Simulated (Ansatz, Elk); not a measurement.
## KLaMg: X-ray structure factors from the self-consistent density

The structure of KLaMg used here is made up (a known structure type with other elements) and was relaxed beforehand with r2SCAN. The aim is the Fourier transform of its all-electron density, F(hkl), set beside the sum over free spherical atoms that refinements use.

Main program and level: Elk 11.2.3 (patched build); DFT, PBE, all-electron APW+lo, Dirac cores, scalar-relativistic bands, static density, no spin.

The structure was built from a prototype and need not be the compound's stable phase.

**1. The starting structure**

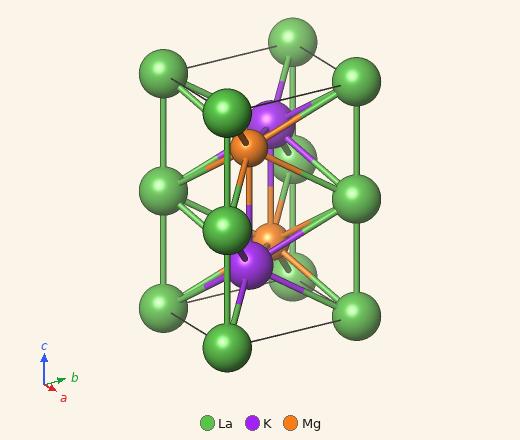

The cell as given, slightly off an axis (lanthanum green, potassium purple, magnesium orange). Some periodic images of atoms are drawn too.

**2. Ground state and structure factors**

An all-electron density is needed, since X-rays see the cores too. Task 0 finds the density and task 195 Fourier-transforms it; tshift is off so that phases refer to the origin typed.

Contents of elk.in:

```
tasks
  0
  195

xctype
  20

spinpol
  .false.

rgkmax
  7.0

gmaxvr
  14.0

lmaxo
  7

lmaxapw
  8

swidth
  0.002

tshift
  .false.

ramdisk
  .false.

hmaxvr
  5.5

maxscl
  120

epspot
  1e-06

sppath
  './'

avec
  11.42467863415 0.00000000000 0.00000000000
  -5.71233931708 9.89406192725 0.00000000000
  0.00000000000 0.00000000000 13.93236035796

atoms
  3
  'La.in'
  2
  -0.0000000000 -0.0000000000 0.0000000000   0.000000 0.000000 0.000000
  -0.0000000000 0.0000000000 0.5000000000   0.000000 0.000000 0.000000
  'K.in'
  2
  0.3333333333 0.6666666667 0.7500000000   0.000000 0.000000 0.000000
  0.6666666667 0.3333333333 0.2500000000   0.000000 0.000000 0.000000
  'Mg.in'
  2
  0.3333333333 0.6666666667 0.2500000000   0.000000 0.000000 0.000000
  0.6666666667 0.3333333333 0.7500000000   0.000000 0.000000 0.000000

ngridk
  5 5 3
```

The run is started by

```console
> OMP_NUM_THREADS=4 elk
```

Numbers of over 12 decimals in the logs are rounded to 6 here.

Log:

```text
┌─────────────────────────┐
│ Elk code version 11.2.3 │
└─────────────────────────┘

All units are atomic (Hartree, Bohr, etc.)

┌─────────────────────────────────────────────────┐
│ Ground-state run starting from atomic densities │
└─────────────────────────────────────────────────┘

Lattice vectors :
   11.42467863       0.000000000       0.000000000
  -5.712339317       9.894061927       0.000000000
   0.000000000       0.000000000       13.93236036

Reciprocal lattice vectors :
  0.5499660435      0.3175230433      -0.000000000
   0.000000000      0.6350460866       0.000000000
   0.000000000      -0.000000000      0.4509778060

Unit cell volume      :    1574.864944
Brillouin zone volume :   0.1575057051

Muffin-tin inner radius fraction :   0.1000000000E-01

Nuclei treated as point charges

Species : 1 (La)
 parameters loaded from : La.in
 name : lanthanum
 nuclear charge    :   -57.00000000
 electronic charge :    57.00000000
 atomic mass :    253209.2366
 muffin-tin radius :    2.800000000
 number of radial points in muffin-tin :   1393
 inner part over the whole radius :   0.9924947902E-02
 number on inner part of muffin-tin    :    996
 approximate nuclear radius :   0.9226798129E-04
 number of mesh points to nuclear radius :    505
 atomic positions (lattice), magnetic fields (Cartesian) :
  1 :   0.00000000  0.00000000  0.00000000    0.00000000  0.00000000  0.00000000
  2 :   0.00000000  0.00000000  0.50000000    0.00000000  0.00000000  0.00000000

Species : 2 (K)
 parameters loaded from : K.in
 name : potassium
 nuclear charge    :   -19.00000000
 electronic charge :    19.00000000
 atomic mass :    71271.84090
 muffin-tin radius :    2.400000000
 number of radial points in muffin-tin :    993
 inner part over the whole radius :   0.9891652203E-02
 number on inner part of muffin-tin    :    697
 approximate nuclear radius :   0.6514746337E-04
 number of mesh points to nuclear radius :    319
 atomic positions (lattice), magnetic fields (Cartesian) :
  1 :   0.33333333 -0.33333333 -0.25000000    0.00000000  0.00000000  0.00000000
  2 :  -0.33333333  0.33333333  0.25000000    0.00000000  0.00000000  0.00000000

Species : 3 (Mg)
 parameters loaded from : Mg.in
 name : magnesium
 nuclear charge    :   -12.00000000
 electronic charge :    12.00000000
 atomic mass :    44305.30466
 muffin-tin radius :    2.200000000
 number of radial points in muffin-tin :    793
 inner part over the whole radius :   0.9941530515E-02
 number on inner part of muffin-tin    :    552
 approximate nuclear radius :   0.5710277704E-04
 number of mesh points to nuclear radius :    241
 atomic positions (lattice), magnetic fields (Cartesian) :
  1 :   0.33333333 -0.33333333  0.25000000    0.00000000  0.00000000  0.00000000
  2 :  -0.33333333  0.33333333 -0.25000000    0.00000000  0.00000000  0.00000000

Total number of atoms per unit cell :    6
Total muffin-tin volume :    388.9207929
 ratio of muffin-tin to unit cell volume :   0.2469550132

Spin treatment :
 spin-unpolarised

Number of Bravais lattice symmetries :   24
Number of crystal symmetries         :   24
Crystal has inversion symmetry
Real symmetric eigensolver will be used

k-point grid :      5     5     3
k-point offset :    0.000000000       0.000000000       0.000000000
k-point set is reduced with full crystal symmetry group
Total number of k-points :       10

Muffin-tin radius times maximum |G+k| :    7.000000000
 using average radius
Maximum |G+k| for APW functions       :    2.837837838
Maximum (1/2)|G+k|²                   :    4.026661797
Maximum |G| for potential and density :    14.00000000
Constant for pseudocharge density :   10
 order of it for each species :   17  17  17
 order of it for pair densities of each species (exact exchange by exxq0 0: 18) :   13   9   7
Radial integration step length :    1

G-vector grid sizes :     54    54    63
Number of G-vectors :    72903

Maximum angular momentum used for
 APW functions            :    8
 outer part of muffin-tin :    7
[...]
exchange                    :     -499.25209801348
 correlation                 :     -8.653867
 electron entropic           :    -0.14754410815803E-02
 total energy                :     -18602.001573471

Density of states at Fermi energy :    101.9895732
 (states/Hartree/unit cell)

Estimated indirect band gap :   0.5024130792E-02
 from k-point 2 to k-point 1
Estimated direct band gap   :   0.8202230506E-02
 at k-point 9

Charges :
 core                        :    116.0000000
 valence                     :    60.00000000
 interstitial                :    10.82612812
 muffin-tins (core leakage)
  species : 1 (La)
[...]
species : 2 (K)
[...]
species : 3 (Mg)
[...]
total in muffin-tins        :    165.1738719
 total calculated charge     :    175.9995738
 total charge                :    176.0000000
 error                       :   0.4261805489E-03

RMS change in Kohn-Sham potential (target) :   0.4356784890     (  0.1000000000E-05)
Absolute change in total energy (target)   :   0.9050263562     (  0.1000000000E-03)

[... loops 3 to 15 left out ...]

┌──────────────────┐
│ Loop number : 16 │
└──────────────────┘

Energies :
 Fermi                       :     0.144751
 sum of occupied eigenvalues :     -11414.763556624
 electron kinetic            :      19800.936203364
 core electron kinetic       :      19491.842678478
 Coulomb                     :     -37893.191400325
 Coulomb potential           :     -30553.731817687
 nuclear-nuclear             :     -1415.5012886353
 electron-nuclear            :     -42420.933375171
 Hartree                     :      5943.2432634810
 Madelung                    :     -22616.325491482
 xc potential                :     -661.96794230115
 exchange                    :     -499.24795815257
 correlation                 :     -8.652324
 electron entropic           :    -0.22940970898895E-02
 total energy                :     -18600.157773249

Density of states at Fermi energy :    172.4873745
 (states/Hartree/unit cell)

Estimated indirect band gap :   0.3526871896E-02
 from k-point 6 to k-point 9
Estimated direct band gap   :   0.4103875952E-02
 at k-point 6

Charges :
 core                        :    116.0000000
 valence                     :    60.00000000
 interstitial                :    10.89892084
 muffin-tins (core leakage)
  species : 1 (La)
[...]
species : 2 (K)
[...]
species : 3 (Mg)
[...]
total in muffin-tins        :    165.1010792
 total calculated charge     :    175.9995877
 total charge                :    176.0000000
 error                       :   0.4123179692E-03

RMS change in Kohn-Sham potential (target) :   0.6160786628E-07 (  0.1000000000E-05)
Absolute change in total energy (target)   :   0.2405630948E-04 (  0.1000000000E-03)

Convergence targets achieved

┌──────────────────┐
│ Loop number : 17 │
└──────────────────┘

Energies :
 Fermi                       :     0.144751
 sum of occupied eigenvalues :     -11414.763553717
 electron kinetic            :      19800.936204533
 core electron kinetic       :      19491.842679577
 Coulomb                     :     -37893.191400625
 Coulomb potential           :     -30553.731818071
 nuclear-nuclear             :     -1415.5012886353
 electron-nuclear            :     -42420.933375079
 Hartree                     :      5943.2432630892
 Madelung                    :     -22616.325491589
 xc potential                :     -661.96794017879
 exchange                    :     -499.24795815617
 correlation                 :     -8.652324
 electron entropic           :    -0.22940969721100E-02
 total energy                :     -18600.157772382

Density of states at Fermi energy :    172.4873617
 (states/Hartree/unit cell)

Estimated indirect band gap :   0.3526869816E-02
 from k-point 6 to k-point 9
Estimated direct band gap   :   0.4103878939E-02
 at k-point 6

Charges :
 core                        :    116.0000000
 valence                     :    60.00000000
 interstitial                :    10.89892081
 muffin-tins (core leakage)
  species : 1 (La)
[...]
species : 2 (K)
[...]
atom 2                    :    17.61958499     ( -0.1013236979E-06)
  species : 3 (Mg)
   atom 1                    :    10.43770400     ( -0.9828258696E-07)
   atom 2                    :    10.43770400     ( -0.9828258696E-07)
 total in muffin-tins        :    165.1010792
 total calculated charge     :    175.9995877
 total charge                :    176.0000000
 error                       :   0.4123179214E-03

┌──────────────────────────────┐
│ Self-consistent loop stopped │
└──────────────────────────────┘

Warning : core states of species 1 leak from the muffin-tin :   0.2187780319E-03

Wrote STATE.OUT
```

The job ended after 86 s (4 threads of Intel Xeon Platinum 8223CL at 3.00GHz (Skylake/Cascade Lake), shared host; peak memory 0.43 GiB).

SFACRHO.OUT:

```text

h k l indices transformed by vhmat matrix:
   1.000000000       0.000000000       0.000000000    
   0.000000000       1.000000000       0.000000000    
   0.000000000       0.000000000       1.000000000    

      h      k      l  multipl.   |H|            Re(F)            Im(F)           |F|

      0      0      0      1   0.0000000       176.00000      0.41844118E-15   176.00000    
      0      0      1      2  0.45097781      0.31437288E-14  0.68298880E-14  0.75186701E-14
     -1      0      0      6  0.63504609       77.598180     -0.12293798E-13   77.598180    
     -1      0     -1      6  0.77888671       10.542455     -0.27319552E-14   10.542455    
      0     -1     -1      6  0.77888671      -10.542455     -0.11610810E-13   10.542455    
      0      0     -2      2  0.90195561       47.814059      0.12493770E-13   47.814059    
      2     -1      0      6   1.0999321       142.96968     -0.19334612E-15   142.96968    
      1      0     -2      6   1.1030900       118.65194      0.10927821E-13   118.65194    
      0      1     -2      6   1.1030900       118.65194      0.13659776E-14   118.65194    
      2     -1     -1     12   1.1887942      0.65536779E-08 -0.68298880E-14  0.65536779E-08
      2     -2      0      6   1.2700922       68.972448      -0.0000000       68.972448    
     -2      0      1      6   1.3477816       8.8912787      0.81958656E-14   8.8912787    
      2     -2     -1      6   1.3477816      -8.8912787     -0.40979328E-14   8.8912787    
      0      0     -3      2   1.3529334      0.29183610E-13  0.62834969E-13  0.69281429E-13
     -1     -1      2     12   1.4224537       45.092173     -0.30095255E-13   45.092173    
     -1      1      3      6   1.4945609      -8.0634541     -0.58054048E-13   8.0634541    
      0     -1     -3      6   1.4945609       8.0634541      0.62834969E-13   8.0634541    
     -2      0     -2      6   1.5577734       107.19872      0.20489664E-13   107.19872
```

Elk indexes on the primitive cell of elk.in and gives |H| = 4π sin θ/λ in inverse bohr. Below, one row stands for each form hkl of the conventional cell (m members, Friedel mates merged), F is for one primitive cell and the density is static (no thermal factor). Free-atom factors are Waasmaier and Kirfel's, and R is Σm||F|−|F'||/Σm|F|.

```tsv
hkl	m	sin θ/λ (Å⁻¹)	abs F, DFT	neutral atoms	diff.
001	2	0.068	0.000	0.000	+0.000
100	6	0.096	77.598	77.151	+0.448
101	12	0.117	10.543	10.581	-0.039
002	2	0.136	47.814	48.129	-0.315
110	6	0.165	142.970	143.045	-0.075
102	12	0.166	118.652	118.934	-0.282
111	12	0.179	0.000	0.000	+0.000
200	6	0.191	68.972	68.753	+0.219
201	12	0.203	8.891	8.566	+0.326
003	2	0.203	0.000	0.000	+0.000
112	12	0.214	45.092	44.930	+0.162
103	12	0.225	8.063	7.942	+0.121
202	12	0.234	107.199	107.056	+0.143
210	12	0.253	63.683	63.566	+0.117
```

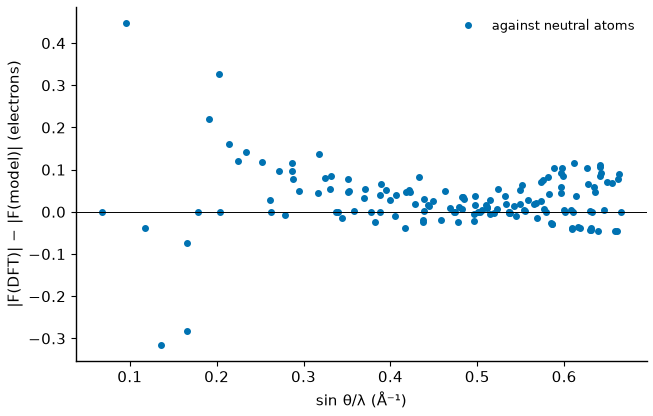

Difference between the calculated structure factors and the independent-atom ones.

**3. The highest occupied states alone**

An energy window below the Fermi level keeps the highest occupied states, to see at which angles they scatter; shallow core shells can lie inside it and anion s states outside. No new self-consistency is needed.

Edit elk.in of step 2 so:

```diff
@@ -1,3 +1,2 @@
 tasks
-  0
   195
@@ -40,2 +39,5 @@
 
+wsfac
+  -0.222740 0.444750
+
 sppath
```

The run is started by

```console
> OMP_NUM_THREADS=4 elk
```

Log:

```text
┌─────────────────────────────────┐
│ Elk code version 11.2.3 started │
└─────────────────────────────────┘

Info(readinput): the functional depends on the density's gradient
 muffin-tin radial points multiplied by    2.00000
 (not where nrmtscf is given)

┌────────────────────┐
│ Current task : 195 │
└────────────────────┘

Info(sfacrho): density structure factors written to SFACRHO.OUT

 Energy window :  -0.2227400000      0.4447500000

┌──────────────────┐
│ Elk code stopped │
└──────────────────┘
```

Wall time 47 s (4 threads); peak memory 0.23 GiB.

States within 10 eV below the Fermi level hold 12.00 electrons; any levels below the window count with the cores. Their amplitudes can exceed the total, where window and core parts have opposite phase:

```tsv
hkl	sin θ/λ (Å⁻¹)	abs F, window	abs F, all
001	0.068	0.000	0.000
100	0.096	1.116	77.598
101	0.117	0.987	10.543
002	0.136	0.609	47.814
110	0.165	0.478	142.970
102	0.166	0.073	118.652
111	0.179	0.000	0.000
200	0.191	0.258	68.972
201	0.203	0.352	8.891
003	0.203	0.000	0.000
```

**4. Another functional**

The difference from free atoms is small, so it is set against the change that LDA (Perdew-Wang) makes.

Edit elk.in of step 3 so:

```diff
@@ -1,2 +1,3 @@
 tasks
+  0
   195
@@ -4,3 +5,3 @@
 xctype
-  20
+  3
 
@@ -39,5 +40,2 @@
 
-wsfac
-  -0.222740 0.444750
-
 sppath
```

The run is started by

```console
> OMP_NUM_THREADS=4 elk
```

Log:

```text
┌─────────────────────────┐
│ Elk code version 11.2.3 │
└─────────────────────────┘

All units are atomic (Hartree, Bohr, etc.)

┌─────────────────────────────────────────────────┐
│ Ground-state run starting from atomic densities │
└─────────────────────────────────────────────────┘

Lattice vectors :
   11.42467863       0.000000000       0.000000000
  -5.712339317       9.894061927       0.000000000
   0.000000000       0.000000000       13.93236036

Reciprocal lattice vectors :
  0.5499660435      0.3175230433      -0.000000000
[...]
species : 1 (La)
[...]
species : 2 (K)
[...]
species : 3 (Mg)
   atom 1                    :    10.44928166     ( -0.1573064652E-05)
   atom 2                    :    10.44928166     ( -0.1573064652E-05)
 total in muffin-tins        :    165.1101306
 total calculated charge     :    175.9995995
 total charge                :    176.0000000
 error                       :   0.4005327221E-03

┌──────────────────────────────┐
│ Self-consistent loop stopped │
└──────────────────────────────┘

Warning : core states of species 1 leak from the muffin-tin :   0.2187770968E-03

Wrote STATE.OUT
[key lines of the parts left out:]
total energy                :     -18582.685920547
```

Wall time 59 s (4 threads); peak memory 0.29 GiB; 1.8 min of CPU time.

Against the first run R = 0.05 %; the largest change is -0.055 at 201.

**5. A coarser k-mesh**

About half the k-points along each axis test the sampling.

Edit elk.in of step 4 so:

```diff
@@ -5,3 +5,3 @@
 xctype
-  3
+  20
 
@@ -64,2 +64,2 @@
 ngridk
-  5 5 3
+  2 2 2
```

The run is started by

```console
> OMP_NUM_THREADS=4 elk
```

Log:

```text
┌─────────────────────────┐
│ Elk code version 11.2.3 │
└─────────────────────────┘

All units are atomic (Hartree, Bohr, etc.)

┌─────────────────────────────────────────────────┐
│ Ground-state run starting from atomic densities │
└─────────────────────────────────────────────────┘

Lattice vectors :
   11.42467863       0.000000000       0.000000000
  -5.712339317       9.894061927       0.000000000
   0.000000000       0.000000000       13.93236036

Reciprocal lattice vectors :
  0.5499660435      0.3175230433      -0.000000000
[...]
species : 1 (La)
[...]
species : 2 (K)
[...]
species : 3 (Mg)
   atom 1                    :    10.43409033     ( -0.9828258785E-07)
   atom 2                    :    10.43409033     ( -0.9828258785E-07)
 total in muffin-tins        :    165.1528237
 total calculated charge     :    175.9996951
 total charge                :    176.0000000
 error                       :   0.3049476792E-03

┌──────────────────────────────┐
│ Self-consistent loop stopped │
└──────────────────────────────┘

Warning : core states of species 1 leak from the muffin-tin :   0.2187117386E-03

Wrote STATE.OUT
[key lines of the parts left out:]
total energy                :     -18600.151172447
```

It took 72 s on 4 threads; peak memory 0.43 GiB; 1.7 min of CPU time.

Against the first run R = 0.02 %; the largest change is +0.095 at 002.

**6. Settings against the effect**

```tsv
run	R against the first run (%)	R against neutral atoms, low angle (%)	wall time
PBE, rgkmax 7	0.00	0.24	86 s
LDA (Perdew-Wang)	0.05	0.23	59 s
k-mesh 2×2×2	0.02	0.23	72 s
```

**7. Summary of results**

- R against neutral atoms, sin θ/λ < 0.3 Å⁻¹: 0.24 %
- R against neutral atoms, 0.3 to 0.67 Å⁻¹: 0.12 %

**Reading.** Independent neutral atoms miss the calculated amplitudes by R = 0.24 % below 0.3 Å⁻¹ and 0.12 % from there to 0.67 Å⁻¹; by shells, 0.55 % below 0.15 Å⁻¹ (3 forms), 0.22 % 0.15 to 0.3 (15 forms), 0.10 % 0.3 to 0.45 (32 forms), 0.12 % above 0.45 (73 forms). Bonding, aspherical density and the tables' own atoms all enter these figures, and the runs don't part them. The largest change of an amplitude is +0.45 electrons, at 100. The window's part falls from 12.0 electrons at the origin to at most 0.11 between 0.45 and 0.67 Å⁻¹. Below 0.3 Å⁻¹ the changes that finished (LDA (Perdew-Wang) and k-mesh 2×2×2) move F by R = 0.06 % at most, against the 0.24 % that separates it from free atoms. The basis has no finished test. Part of the difference isn't bonding: the tables are fits to free atoms and ions calculated by other methods than this functional. Thermal motion, anomalous dispersion and extinction are left out.

[Logs are printed without paths, hosts, clocks, repeated set-up lines and the standing remarks that a program may print on its own settings, such as how far it seeks lower states.]

[Hosts, paths, dates, database ids (printed as entryN), source tags and the programs' standing remarks are cut or masked in the printed files.]
